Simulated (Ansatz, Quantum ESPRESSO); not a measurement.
# Work function of Na(110), 5 layers, part 3 of 5

Wanted: work functions and the surface dipole of Na(110), 5 layers at several levels, with their cost.

Quantum ESPRESSO 7.5; plane-wave DFT, PBE, GBRV ultrasoft pseudopotentials; geometry and cross-check by Ansatz 0.2.0 with PAW datasets.

So far. Step 5 (Macroscopic average): Where the running mean is not flat inside, average.x's window, rounded to the grid, doesn't match the spacings there. Step 6 (Valence density): The density integrates to 45.000 electrons, as the 45 of the input ask.

**7. Projections on atomic orbitals**

projwfc.x splits the states by atom and orbital; the spilling says how much the atomic basis misses.

Contents of pdos.in:

```
&projwfc
  prefix = 'scf'
  outdir = './out'
  filpdos = 'pdos'
  Emin = -8.427
  Emax = 3.574
  DeltaE = 0.1
  ngauss = 0
  degauss = 0.01
/
```

On the command line:

```bash
$ OMP_NUM_THREADS=1 mpirun -n 4 projwfc.x -in pdos.in > pdos.out
```

Log:

```text
[banner, memory and clock lines left out]
Program PROJWFC v.7.5 starts

          URL

     ./out/scf.save/

     IMPORTANT: XC functional enforced from input :
     Exchange-correlation= PBE
                           (   1   4   3   4   0   0   0)
     Any further DFT definition will be discarded
     Please, verify this is what you really want

     negative rho (up, down):  6.529E-07 0.000E+00

     Gaussian broadening (read from input): ngauss,degauss=   0    0.010000

     Calling projwave ....
     one sub-group per band group will be used

     linear algebra parallelized on   4 procs

  Problem Sizes
  natomwfc =           25
  nx       =           13
  nbnd     =           28
  nkstot   =           21
  npwx     =         2612
  nkb      =           65

     Atomic states used for projection
     (read from pseudopotential files):

     state #   1: atom   1 (Na ), wfc  1 (l=0 m= 1)
     state #   2: atom   1 (Na ), wfc  2 (l=1 m= 1)
     state #   3: atom   1 (Na ), wfc  2 (l=1 m= 2)
     state #   4: atom   1 (Na ), wfc  2 (l=1 m= 3)
     state #   5: atom   1 (Na ), wfc  3 (l=0 m= 1)
     state #   6: atom   2 (Na ), wfc  1 (l=0 m= 1)
     state #   7: atom   2 (Na ), wfc  2 (l=1 m= 1)
     state #   8: atom   2 (Na ), wfc  2 (l=1 m= 2)
     state #   9: atom   2 (Na ), wfc  2 (l=1 m= 3)
     state #  10: atom   2 (Na ), wfc  3 (l=0 m= 1)
     state #  11: atom   3 (Na ), wfc  1 (l=0 m= 1)
     state #  12: atom   3 (Na ), wfc  2 (l=1 m= 1)
     state #  13: atom   3 (Na ), wfc  2 (l=1 m= 2)
     state #  14: atom   3 (Na ), wfc  2 (l=1 m= 3)
     state #  15: atom   3 (Na ), wfc  3 (l=0 m= 1)
     state #  16: atom   4 (Na ), wfc  1 (l=0 m= 1)
     state #  17: atom   4 (Na ), wfc  2 (l=1 m= 1)
     state #  18: atom   4 (Na ), wfc  2 (l=1 m= 2)
     state #  19: atom   4 (Na ), wfc  2 (l=1 m= 3)
     state #  20: atom   4 (Na ), wfc  3 (l=0 m= 1)
     state #  21: atom   5 (Na ), wfc  1 (l=0 m= 1)
     state #  22: atom   5 (Na ), wfc  2 (l=1 m= 1)
     state #  23: atom   5 (Na ), wfc  2 (l=1 m= 2)
     state #  24: atom   5 (Na ), wfc  2 (l=1 m= 3)
     state #  25: atom   5 (Na ), wfc  3 (l=0 m= 1)

[... projections of each state ...]
Lowdin Charges:

     Atom #   1: total charge =   8.9705, s =  2.9712,
     Atom #   1: total charge =   8.9705, p =  5.9993, pz=  1.9998, px=  1.9998, py=  1.9998,
     Atom #   2: total charge =   8.9548, s =  2.9554,
     Atom #   2: total charge =   8.9548, p =  5.9993, pz=  1.9998, px=  1.9998, py=  1.9998,
     Atom #   3: total charge =   8.9613, s =  2.9620,
     Atom #   3: total charge =   8.9613, p =  5.9993, pz=  1.9998, px=  1.9998, py=  1.9997,
     Atom #   4: total charge =   8.9548, s =  2.9554,
     Atom #   4: total charge =   8.9548, p =  5.9993, pz=  1.9998, px=  1.9998, py=  1.9998,
     Atom #   5: total charge =   8.9705, s =  2.9712,
     Atom #   5: total charge =   8.9705, p =  5.9993, pz=  1.9998, px=  1.9998, py=  1.9998,
     Spilling Parameter:   0.0042
```

Wall time 0.97 s (4 MPI ranks of Arm Neoverse V2, shared host); peak memory 0.11 GiB; 3.5 s of CPU time.

Numbers from this step:

| Quantity | Value |
| --- | --- |
| spilling of the projection | 0.0042 |

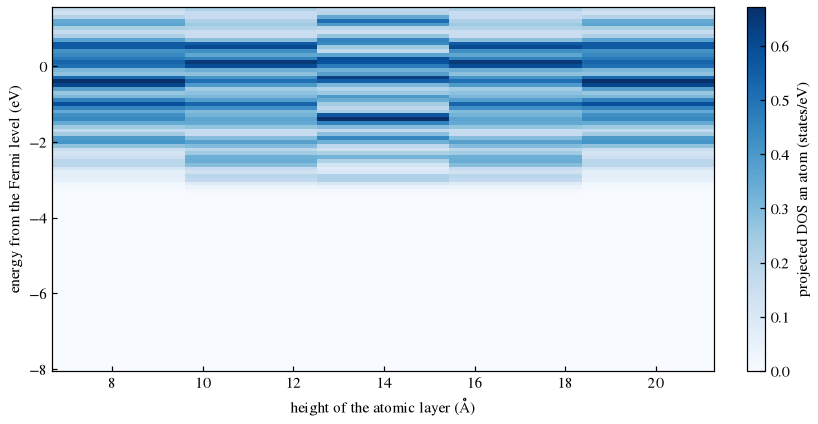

Projected DOS an atom over height of the atomic layer and energy from the Fermi level. Columns are the atomic layers from the bottom up.

The atomic orbitals miss 0.4 % of the occupied states; for empty states the projections can miss much more.

**8. Ground state: open boundaries by the effective screening medium**

The effective screening medium with bc1 puts vacuum on both sides and removes the images along the normal. The slab must sit about z = 0, symmetry is kept, and the .esm1 file holds the planar potential.

Contents of esm.in:

```
&control
  prefix = 'esm'
  outdir = './out'
  pseudo_dir = './pseudo'
  calculation = 'scf'
  tprnfor = .true.
/
&system
  ibrav = 0
  nat = 5
  ntyp = 1
  ecutwfc = 40
  ecutrho = 200
  occupations = 'smearing'
  smearing = 'mv'
  degauss = 0.02
  assume_isolated = 'esm'
  esm_bc = 'bc1'
/
&electrons
  conv_thr = 1e-07
  mixing_beta = 0.4
  electron_maxstep = 120
  mixing_mode = 'local-TF'
/
ATOMIC_SPECIES
  Na  22.9898  na_pbe_v1.5.uspp.F.UPF
CELL_PARAMETERS angstrom
  2.99106168440000 -2.11500000000000 0.00000000000000
  2.99106168440000 2.11500000000000 0.00000000000000
  0.00000000000000 0.00000000000000 27.96424673770000
ATOMIC_POSITIONS crystal
  Na  0.000000000000 0.000000000000 -0.208904354521
  Na  0.500000000000 0.500000000000 -0.104571216143
  Na  0.000000000000 0.000000000000 -0.000000011739
  Na  0.500000000000 0.500000000000 0.104571207468
  Na  0.000000000000 0.000000000000 0.208904354521
K_POINTS automatic
  8 8 1 0 0 0
```

On the command line:

```bash
$ OMP_NUM_THREADS=1 mpirun -n 4 pw.x -nk 4 -in esm.in > esm.out
```

Log:

```text
[banner, memory and clock lines left out]
Program PWSCF v.7.5 starts
[citation notice left out]

[...]
Message from routine setup:
[...]
bravais-lattice index     =            0
     lattice parameter (alat)  =       6.9226  a.u.
     unit-cell volume          =    2387.6214 (a.u.)^3
     number of atoms/cell      =            5
     number of atomic types    =            1
     number of electrons       =        45.00
     number of Kohn-Sham states=           28
     kinetic-energy cutoff     =      40.0000  Ry
     charge density cutoff     =     200.0000  Ry
     scf convergence threshold =      1.0E-07
     mixing beta               =       0.4000
     number of iterations used =            8  local-TF  mixing
     Exchange-correlation=  SLA  PW   PBX  PBC
                           (   1   4   3   4   0   0   0)

     Effective Screening Medium Method
     Boundary Conditions: Vacuum-Slab-Vacuum
     total charge in unit cell        =   0.0000
     grid points for fit at edges     =        4

[...]
PseudoPot. # 1 for Na read from file:
     ./pseudo/na_pbe_v1.5.uspp.F.UPF
     Pseudo is Ultrasoft, Zval =  9.0
     Generated by new atomic code, or converted to UPF format
     Using radial grid of  819 points,  5 beta functions with:
                l(1) =   0
                l(2) =   0
                l(3) =   1
                l(4) =   1
                l(5) =   2
     Q(r) pseudized with  8 coefficients,  rinner =    1.250   1.250   1.250
                                                       1.250   1.250

     atomic species   valence    mass     pseudopotential
     Na                9.00    22.98980     Na( 1.00)

      8 Sym. Ops., with inversion, found

[...]
number of k points=    21  Marzari-Vanderbilt smearing, width (Ry)=  0.0200
[...]
Dense  grid:   114077 G-vectors     FFT dimensions: (  32,  32, 240)

     Smooth grid:    81483 G-vectors     FFT dimensions: (  27,  27, 216)

     Initial potential from superposition of free atoms

     starting charge      44.9685, renormalised to      45.0000

     negative rho (up, down):  5.849E-04 0.000E+00
     Starting wfcs are   25 randomized atomic wfcs +    3 random wfcs

     per-process dynamical memory:    97.3 Mb

     Self-consistent Calculation

     iteration #  1     ecut=    40.00 Ry     beta= 0.40
     Davidson diagonalization with overlap
     ethr =  1.00E-02,  avg # of iterations = 18.9

     Threshold (ethr) on eigenvalues was too large:
     Diagonalizing with lowered threshold

     Davidson diagonalization with overlap
     c_bands:  1 eigenvalues not converged
     c_bands:  3 eigenvalues not converged
     c_bands:  4 eigenvalues not converged
     c_bands:  1 eigenvalues not converged
     ethr =  1.21E-04,  avg # of iterations = 19.4

     negative rho (up, down):  7.699E-06 0.000E+00

     total energy              =    -476.70961942 Ry
     estimated scf accuracy    <       0.13150868 Ry

     iteration #  2     ecut=    40.00 Ry     beta= 0.40
[...]
total energy              =    -476.69714336 Ry
     estimated scf accuracy    <       0.08165551 Ry

     iteration #  3     ecut=    40.00 Ry     beta= 0.40
[...]
total energy              =    -476.70314603 Ry
     estimated scf accuracy    <       0.00334613 Ry

     iteration #  4     ecut=    40.00 Ry     beta= 0.40
[...]
c_bands:  2 eigenvalues not converged
     c_bands:  2 eigenvalues not converged
     c_bands:  2 eigenvalues not converged
     c_bands:  3 eigenvalues not converged
     c_bands:  1 eigenvalues not converged
     c_bands:  2 eigenvalues not converged
[...]
total energy              =    -476.70487081 Ry
     estimated scf accuracy    <       0.00283138 Ry

     iteration #  5     ecut=    40.00 Ry     beta= 0.40
[...]
c_bands:  1 eigenvalues not converged
     c_bands:  2 eigenvalues not converged
     c_bands:  1 eigenvalues not converged
[...]
total energy              =    -476.70505006 Ry
     estimated scf accuracy    <       0.00180722 Ry

     iteration #  6     ecut=    40.00 Ry     beta= 0.40
[...]
c_bands:  1 eigenvalues not converged
     c_bands:  1 eigenvalues not converged
     c_bands:  1 eigenvalues not converged
[...]
total energy              =    -476.70475445 Ry
     estimated scf accuracy    <       0.00082661 Ry

[...]
iteration # 10     ecut=    40.00 Ry     beta= 0.40
[...]
c_bands:  1 eigenvalues not converged
     c_bands:  1 eigenvalues not converged
[...]
total energy              =    -476.70295619 Ry
     estimated scf accuracy    <       0.00002392 Ry

     iteration # 11     ecut=    40.00 Ry     beta= 0.40
[...]
c_bands:  1 eigenvalues not converged
     c_bands:  1 eigenvalues not converged
[...]
total energy              =    -476.70291493 Ry
     estimated scf accuracy    <       0.00000822 Ry

     iteration # 12     ecut=    40.00 Ry     beta= 0.40
[...]
negative rho (up, down):  3.800E-05 0.000E+00

[...]
total energy              =    -476.70284701 Ry
     estimated scf accuracy    <       0.00000118 Ry

     iteration # 13     ecut=    40.00 Ry     beta= 0.40
[...]
c_bands:  1 eigenvalues not converged
     c_bands:  1 eigenvalues not converged
     c_bands:  1 eigenvalues not converged
[...]
negative rho (up, down):  6.221E-07 0.000E+00

[...]
End of self-consistent calculation

          k = 0.0000 0.0000 0.0000 ( 10113 PWs)   bands (ev):

   -56.0398 -56.0398 -55.8408 -55.8407 -55.7950 -27.9727 -27.9726 -27.9443
   -27.9443 -27.9420 -27.9420 -27.7664 -27.7627 -27.7552 -27.7547 -27.7474
   -27.7474 -27.7149 -27.7084 -27.7013  -5.9693  -5.5904  -4.9214  -4.0256
    -2.9673  -2.0419  -0.8358   0.0107

          k = 0.0765 0.1083 0.0000 ( 10136 PWs)   bands (ev):

   -56.0397 -56.0397 -55.8406 -55.8406 -55.7949 -27.9723 -27.9722 -27.9469
   -27.9469 -27.9430 -27.9430 -27.7656 -27.7626 -27.7571 -27.7569 -27.7491
   -27.7490 -27.7147 -27.7102 -27.7029  -5.7664  -5.3887  -4.7216  -3.8281
    -2.7729  -1.8563  -0.6441   0.1637

[...]
the Fermi energy is    -2.8018 ev

!    total energy              =    -476.70287342 Ry
     estimated scf accuracy    <       0.00000007 Ry
     smearing contrib. (-TS)   =      -0.00008113 Ry
     internal energy E=F+TS    =    -476.70279229 Ry

     The total energy is F=E-TS. E is the sum of the following terms:
     one-electron contribution =    4650.43952084 Ry
     hartree contribution      =   -2330.74177738 Ry
     xc contribution           =     -71.51689183 Ry
     ewald contribution        =   -2724.88364391 Ry

     convergence has been achieved in  13 iterations

     Forces acting on atoms (cartesian axes, Ry/au):

     atom    1 type  1   force =     0.00000000    0.00000000    0.00006782
     atom    2 type  1   force =     0.00000000    0.00000000   -0.00027605
     atom    3 type  1   force =     0.00000000    0.00000000    0.00000000
     atom    4 type  1   force =     0.00000000    0.00000000    0.00027605
     atom    5 type  1   force =     0.00000000    0.00000000   -0.00006782

     Total force =     0.000402     Total SCF correction =     0.000780
     SCF correction compared to forces is large: reduce conv_thr to get better values

[...]
```

Run time: 64 s. Hardware: 4 MPI ranks; peak memory 0.61 GiB; 4.3 min of CPU time.

This step gave:

- Fermi energy: -2.802 eV
- vacuum line at the lower end of the cell, over the Fermi level: 2.802 eV
- vacuum line at the upper end of the cell, over the Fermi level: 2.802 eV

The potential energy, planar mean oscillates, so the rows of the table below give means over windows of 2.92 Å about each position, cut where the curve ends. Its maxima inside the range that stand out by 2 % of the span (Å: eV): -5.8: 23.5, -4.4: 1.72, -2.9: 23.6, -1.5: 1.76, 0.0: 23.7, 1.5: 1.76, 2.9: 23.6, 4.4: 1.72, 5.8: 23.5. Its minima: -6.6: 0.182, -5.0: 0.623, -3.7: 0.469, -2.1: 0.598, -0.8: 0.573, 0.8: 0.573, 2.1: 0.598, 3.7: 0.469, 5.0: 0.624, 6.6: 0.182.

Electrostatic potential energy of an electron; zero at the Fermi level. The potential energy, planar mean by z; means over each step:

```csv
z (Å),"potential energy, planar mean (eV)"
-12.52,2.80
-9.60,2.76
-6.68,7.46
-3.76,7.30
-0.84,7.34
2.08,7.32
5.00,7.26
7.92,2.13
10.84,2.80
13.76,2.80
```

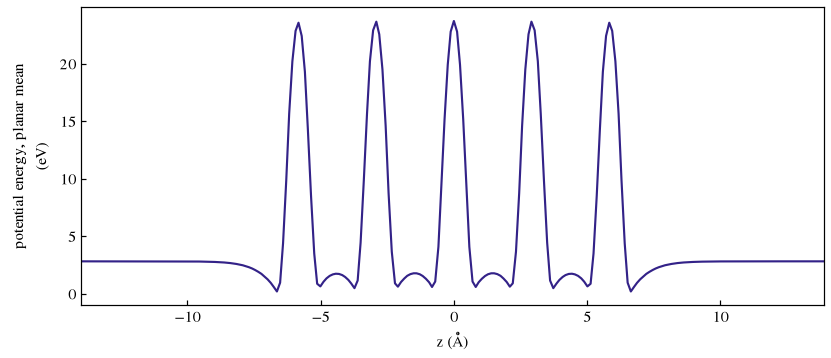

Potential energy, planar mean against z.

The vacuum levels are read from the outermost 0.7 Å of the cell on either side.

The run needed 13 iterations to bring the estimated error under 1e-07 Ry; the largest force on any atom, held or free, is 0.01 eV/Å.

The upper level is 2.802 eV against 2.803 eV from the periodic run.

**9. Self-consistent run: PBEsol, PseudoDojo norm-conserving**

Next, another level on the same atoms.

Level of this step: plane-wave DFT, PBEsol, PseudoDojo norm-conserving pseudopotentials (Quantum ESPRESSO 7.5).

Contents of dojo-pbesol.in:

```
&control
  prefix = 'dojo-pbesol'
  outdir = './out'
  pseudo_dir = './pseudo'
  calculation = 'scf'
  tprnfor = .true.
/
&system
  ibrav = 0
  nat = 5
  ntyp = 1
  ecutwfc = 76
  ecutrho = 304
  occupations = 'smearing'
  smearing = 'mv'
  degauss = 0.02
/
&electrons
  conv_thr = 1e-07
  mixing_beta = 0.4
  electron_maxstep = 120
  mixing_mode = 'local-TF'
/
ATOMIC_SPECIES
  Na  22.9898  Na.dojo-sr-pbesol-0.4.1-standard.upf
CELL_PARAMETERS angstrom
  2.99106168440000 -2.11500000000000 0.00000000000000
  2.99106168440000 2.11500000000000 0.00000000000000
  0.00000000000000 0.00000000000000 27.96424673770000
ATOMIC_POSITIONS crystal
  Na  0.000000000000 0.000000000000 0.291095657218
  Na  0.500000000000 0.500000000000 0.395428795596
  Na  0.000000000000 0.000000000000 0.500000000000
  Na  0.500000000000 0.500000000000 0.604571219207
  Na  0.000000000000 0.000000000000 0.708904366260
K_POINTS automatic
  8 8 1 0 0 0
```

On the command line:

```bash
$ OMP_NUM_THREADS=1 mpirun -n 4 pw.x -nk 4 -in dojo-pbesol.in > dojo-pbesol.out
```

Log:

```text
[banner, memory and clock lines left out]
Program PWSCF v.7.5 starts
[citation notice left out]

[...]
Message from routine setup:
[...]
bravais-lattice index     =            0
     lattice parameter (alat)  =       6.9226  a.u.
     unit-cell volume          =    2387.6214 (a.u.)^3
     number of atoms/cell      =            5
     number of atomic types    =            1
     number of electrons       =        45.00
     number of Kohn-Sham states=           28
     kinetic-energy cutoff     =      76.0000  Ry
     charge density cutoff     =     304.0000  Ry
     scf convergence threshold =      1.0E-07
     mixing beta               =       0.4000
     number of iterations used =            8  local-TF  mixing
     Exchange-correlation= PBESOL
                           (   1   4  10   8   0   0   0)

[...]
PseudoPot. # 1 for Na read from file:
     ./pseudo/Na.dojo-sr-pbesol-0.4.1-standard.upf
     Pseudo is Norm-conserving, Zval =  9.0
     Generated using ONCVPSP code by D. R. Hamann
     Using radial grid of 2016 points,  4 beta functions with:
                l(1) =   0
                l(2) =   0
                l(3) =   1
                l(4) =   1

     atomic species   valence    mass     pseudopotential
     Na                9.00    22.98980     Na( 1.00)

      8 Sym. Ops., with inversion, found

[...]
number of k points=    21  Marzari-Vanderbilt smearing, width (Ry)=  0.0200
[...]
Dense  grid:   213753 G-vectors     FFT dimensions: (  40,  40, 300)

     Initial potential from superposition of free atoms

     starting charge      44.9680, renormalised to      45.0000

     negative rho (up, down):  1.182E-05 0.000E+00
     Starting wfcs are   25 randomized atomic wfcs +    3 random wfcs

     per-process dynamical memory:   178.6 Mb

     Self-consistent Calculation

     iteration #  1     ecut=    76.00 Ry     beta= 0.40
     Davidson diagonalization with overlap
     ethr =  1.00E-02,  avg # of iterations =  4.9

     Threshold (ethr) on eigenvalues was too large:
     Diagonalizing with lowered threshold

     Davidson diagonalization with overlap
     ethr =  3.34E-04,  avg # of iterations =  2.4

     total energy              =    -456.30207799 Ry
     estimated scf accuracy    <       0.15050575 Ry

     iteration #  2     ecut=    76.00 Ry     beta= 0.40
[...]
total energy              =    -456.28653814 Ry
     estimated scf accuracy    <       0.09079454 Ry

     iteration #  3     ecut=    76.00 Ry     beta= 0.40
[...]
total energy              =    -456.29318854 Ry
     estimated scf accuracy    <       0.00337603 Ry

     iteration #  4     ecut=    76.00 Ry     beta= 0.40
[...]
total energy              =    -456.29326889 Ry
     estimated scf accuracy    <       0.00451242 Ry

     iteration #  5     ecut=    76.00 Ry     beta= 0.40
[...]
total energy              =    -456.29323544 Ry
     estimated scf accuracy    <       0.00265480 Ry

     iteration #  6     ecut=    76.00 Ry     beta= 0.40
[...]
total energy              =    -456.29297187 Ry
     estimated scf accuracy    <       0.00181175 Ry

[...]
iteration # 11     ecut=    76.00 Ry     beta= 0.40
[...]
total energy              =    -456.29304987 Ry
     estimated scf accuracy    <       0.00000309 Ry

     iteration # 12     ecut=    76.00 Ry     beta= 0.40
[...]
total energy              =    -456.29305110 Ry
     estimated scf accuracy    <       0.00000106 Ry

     iteration # 13     ecut=    76.00 Ry     beta= 0.40
[...]
total energy              =    -456.29305103 Ry
     estimated scf accuracy    <       0.00000042 Ry

     iteration # 14     ecut=    76.00 Ry     beta= 0.40
[...]
End of self-consistent calculation

          k = 0.0000 0.0000 0.0000 ( 26783 PWs)   bands (ev):

   -53.4140 -53.4140 -53.1935 -53.1934 -53.1483 -25.5158 -25.5157 -25.4859
   -25.4859 -25.4839 -25.4839 -25.2881 -25.2843 -25.2775 -25.2770 -25.2696
   -25.2695 -25.2380 -25.2317 -25.2242  -3.5652  -3.1872  -2.5172  -1.6207
    -0.5700   0.3425   1.5825   2.4617

          k = 0.0765 0.1083 0.0000 ( 26738 PWs)   bands (ev):

   -53.4138 -53.4138 -53.1933 -53.1933 -53.1482 -25.5154 -25.5153 -25.4886
   -25.4886 -25.4848 -25.4848 -25.2873 -25.2843 -25.2794 -25.2792 -25.2712
   -25.2712 -25.2378 -25.2334 -25.2258  -3.3625  -2.9857  -2.3177  -1.4234
    -0.3759   0.5282   1.7741   2.6535

[...]
the Fermi energy is    -0.4024 ev

!    total energy              =    -456.29305126 Ry
     estimated scf accuracy    <       0.00000003 Ry
     smearing contrib. (-TS)   =      -0.00007939 Ry
     internal energy E=F+TS    =    -456.29297187 Ry

     The total energy is F=E-TS. E is the sum of the following terms:
     one-electron contribution =   -1580.35942284 Ry
     hartree contribution      =     786.26432986 Ry
     xc contribution           =     -67.28070559 Ry
     ewald contribution        =     405.08282669 Ry

     convergence has been achieved in  14 iterations

     Forces acting on atoms (cartesian axes, Ry/au):

     atom    1 type  1   force =     0.00000000    0.00000000    0.00004870
     atom    2 type  1   force =     0.00000000    0.00000000    0.00021465
     atom    3 type  1   force =     0.00000000    0.00000000    0.00000000
     atom    4 type  1   force =     0.00000000    0.00000000   -0.00021465
     atom    5 type  1   force =     0.00000000    0.00000000   -0.00004870

     Total force =     0.000311     Total SCF correction =     0.000806
     SCF correction compared to forces is large: reduce conv_thr to get better values

[...]
```

The job ended after 96 s (4 MPI ranks; peak memory 1.1 GiB; 6.4 min of CPU time).

This step gave:

| Property | Result |
| --- | --- |
| free energy | -6208.1832 eV |
| Fermi energy | -0.4024 eV |

**10. Electrostatic potential**

Contents of dojo-pbesol.pot.in:

```
&inputpp
  prefix = 'dojo-pbesol'
  outdir = './out'
  filplot = 'dojo-pbesol.pot.dat'
  plot_num = 11
/
```

On the command line:

```bash
$ OMP_NUM_THREADS=1 mpirun -n 4 pp.x -in dojo-pbesol.pot.in > dojo-pbesol.pot.out
```

Wall time 0.84 s (4 MPI ranks); peak memory 0.11 GiB.

This step gave:

| Property | Result |
| --- | --- |
| work function of the upper face | 2.825 eV |
| slope of the potential above | 0.001870 eV/Å |
| upper vacuum line continued to the top atoms, over the Fermi level | 2.814 eV |
| work function of the lower face | 2.825 eV |
| slope of the potential below | -0.001331 eV/Å |
| lower vacuum line continued to the bottom atoms, over the Fermi level | 2.817 eV |

The upper face goes from 2.803 eV (PBE, GBRV) to 2.825 eV, a change of +0.022 eV.

[end of part 3 of 5]

[Logs are printed without paths, hosts, clocks, repeated set-up lines and the standing remarks that a program may print on its own settings, such as how far it seeks lower states.]

[Hosts, paths, dates, database ids (printed as entryN), source tags and the programs' standing remarks are cut or masked in the printed files.]

[Maps of the electrostatic potential energy from Ansatz leave out the sawtooth potential of an applied field or a dipole correction, so their vacuum need not be flat; planar profiles and work functions include it.]
